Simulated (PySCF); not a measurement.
# H2O2 (SMILES OO): levels of theory compared

Aim: a comparison of 6 runs (B3LYP/STO-3G, wB97X-V/STO-3G, MP2/STO-3G, CCSDT(Q)/STO-3G, QCISD(T)/STO-3G, FCI/STO-3G) of H2O2. The job is set up through a Python script.

The results are computed with PySCF 2.14.0.

8 further runs of the same task are left out: 8 set aside as unsound or not needed.

## (1) The system as given

H2O2 has 4 atoms, charge 0, and is taken as a singlet. SMILES: `OO`. The O2–H4 distance was set to 1.737 Å, away from the relaxed value. At this shape a bond of the SMILES string is far longer than usual.

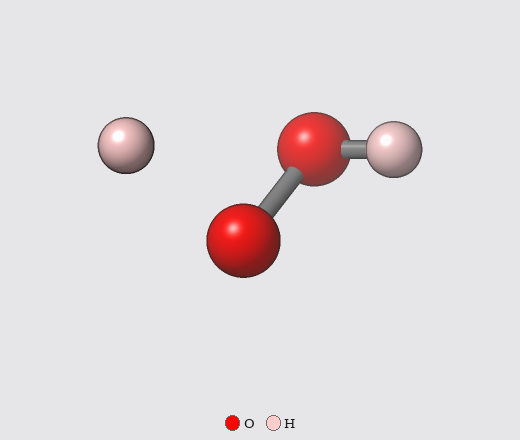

The structure, seen from a chosen angle (oxygen red, hydrogen pink).

## (2) A single-point energy at B3LYP/STO-3G (run 1)

The input, run.py:

```python
from pyscf import gto, dft

mol = gto.M(
    atom='''
O       -0.649847      -0.774229       0.760073
O       -0.114747       0.535271       0.936373
H        0.023353      -1.310129       1.196873
H        0.252100       0.969800      -0.704900
''',
    max_memory=1860,
    verbose=3,
    basis='sto-3g',
)

ks = dft.RKS(mol, xc='b3lyp')
ks.conv_tol = 1e-10
ks.grids.level = 5
ks.kernel()
if not ks.converged:
    ks = ks.newton().run(ks.mo_coeff, ks.mo_occ)

energy = ks.e_tot
print(f'total energy: {energy:.8f} hartree')
```

Started as:

```
$ OMP_NUM_THREADS=1 python run.py
```

Output:

```text
converged SCF energy = -149.322578580074
total energy: -149.32257858 hartree
```

Run time: 1.8 s. Hardware: 1 thread of Arm Neoverse V2, shared host; peak memory 0.17 GiB.

## (3) The energy at wB97X-V/STO-3G (run 2)

The input, start.xyz:

```xyz
4
H2O2
O     -0.649847    -0.774229     0.760073
O     -0.114747     0.535271     0.936373
H      0.023353    -1.310129     1.196873
H      0.252100     0.969800    -0.704900
```

The input, input.py:

```python
from pyscf import gto, dft

molecule = gto.M(
    atom='start.xyz',
    verbose=4,
    charge=0,
    max_memory=1860,
    basis='sto-3g',
)

calc0 = dft.RKS(molecule)
calc0.xc = 'wb97x-v'
calc0.conv_tol = 1e-10
calc0.nlcgrids.level = 1
calc0.grids.level = 5
calc0.kernel()
if not calc0.converged:
    calc0 = calc0.newton().run(calc0.mo_coeff, calc0.mo_occ)

energy = calc0.e_tot
print('E = %.10f Eh' % energy)
```

Started as:

```
$ OMP_NUM_THREADS=1 python input.py
```

Output:

```text
PySCF version 2.14.0

[... 85 lines left out ...]
converged SCF energy = -149.283213102658
E = -149.2832131027 Eh
```

It took 9.9 s on 1 thread of Arm Neoverse V2, shared host; peak memory 0.17 GiB.

Runs 3 to 5 aren't shown in full; the table further down has their settings and results.

## (4) The energy at FCI/STO-3G (run 6)

The input, job.py:

```python
from pyscf import gto, mcscf

mol = gto.Mole()
mol.atom = '''
O       -0.649847      -0.774229       0.760073
O       -0.114747       0.535271       0.936373
H        0.023353      -1.310129       1.196873
H        0.252100       0.969800      -0.704900
'''
mol.verbose = 3
mol.charge = 0
mol.basis = 'sto-3g'
mol.max_memory = 1860
mol.spin = 0
mol.build()

myscf = mol.RHF()
myscf.conv_tol = 1e-10
myscf.kernel()
if not myscf.converged:
    myscf = myscf.newton().run(myscf.mo_coeff, myscf.mo_occ)

cas = mcscf.CASCI(myscf, myscf.mo_coeff.shape[-1] - 2, (mol.nelec[0] - 2, mol.nelec[1] - 2))  # full CI above the frozen core
cas.fix_spin_(ss=0.0)
cas.kernel()
e_final = cas.e_tot
print('Final energy', e_final)
```

Started as:

```
$ OMP_NUM_THREADS=1 python job.py
```

Output:

```text
converged SCF energy = -148.566506880987
CASCI E = -148.777618242678  E(CI) = -53.5305047389127  S^2 = 0.0000000
Final energy -148.77761824267753
```

It took 0.95 s on 1 thread of Arm Neoverse V2, shared host; peak memory 0.12 GiB.

## (5) All runs side by side

```tsv
run	level	nlc grid	integration grid	energy (Eh)	dipole moment (D) of the reference	HOMO energy (eV)	LUMO energy (eV)	wall time
1	B3LYP/STO-3G	–	5	-149.322579	1.45	-3.85	0.35	1.8 s
2	wB97X-V/STO-3G	1	5	-149.283213	1.39	-6.59	3.05	9.9 s
3	MP2/STO-3G	–	–	-148.706086	1.35	-8.26	4.72	0.6 s
4	CCSDT(Q)/STO-3G	–	–	-148.777430	1.35	-8.26	4.72	1.2 s
5	QCISD(T)/STO-3G	–	–	-148.776427	1.35	-8.26	4.72	0.66 s
6	FCI/STO-3G	–	–	-148.777618	1.35	-8.26	4.72	0.95 s
```

## (6) Outcome

```
                                          quantity          value
                               run 6: total energy  -148.77762 Eh
       run 6: dipole moment (Hartree–Fock density)         1.35 D
        run 6: HOMO energy (Hartree–Fock orbitals)       -8.26 eV
        run 6: LUMO energy (Hartree–Fock orbitals)        4.72 eV
      run 6: HOMO–LUMO gap (Hartree–Fock orbitals)       12.98 eV
run 6: correlation energy (2 core orbitals frozen)     -211.1 mEh
```

What this shows: Against full CI in this basis: MP2 +71.5 mEh; CCSDT(Q) +0.2 mEh; QCISD(T) +1.2 mEh. Totals of different functionals can't be ranked against each other. In runs 1, 2, 3, 4, 5, 6 the basis is minimal, so the values are rough. In runs 1, 2, 3, 5 a closed-shell determinant meets a far-stretched bond, which it describes badly. All runs together took 15 s, the longest 9.9 s.
